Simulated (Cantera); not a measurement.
A closed system holds: 1 mol FeS, 94 mol H2, 0.045 mol H2O, equilibrated at 0.100 bar.

Equilibrium computed with Cantera from the NASA thermochemical tables; the gas is ideal and each condensed phase is pure. Candidate condensed phases: Fe, FeO, Fe(OH)2, Fe(OH)3, FeS, FeSO4, FeS2, Fe2O3, Fe2(SO4)3, Fe3O4, H2O, H2SO4, S; 22 gas species. Metal and sulfide melt together well below either melting point, which pure phases cannot show. Mutual solubility and eutectic melting of coexisting phases are not modelled. FeS: taken at fixed stoichiometry. Kinetics and transport are ignored.

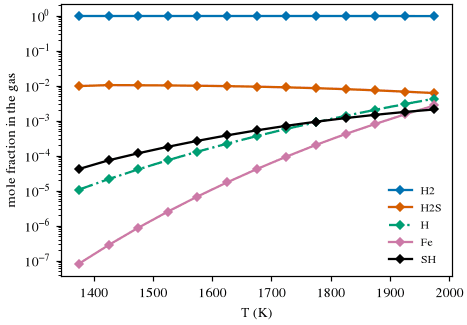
Figure. Equilibrium gas composition (values under 1e-9 drawn at 1e-9)

Q: Read off the mole fractions at 1775 K.

A: H2 about 0.99, H2S about 0.0086, SH about 0.00094, H about 0.00091, Fe about 0.00020.
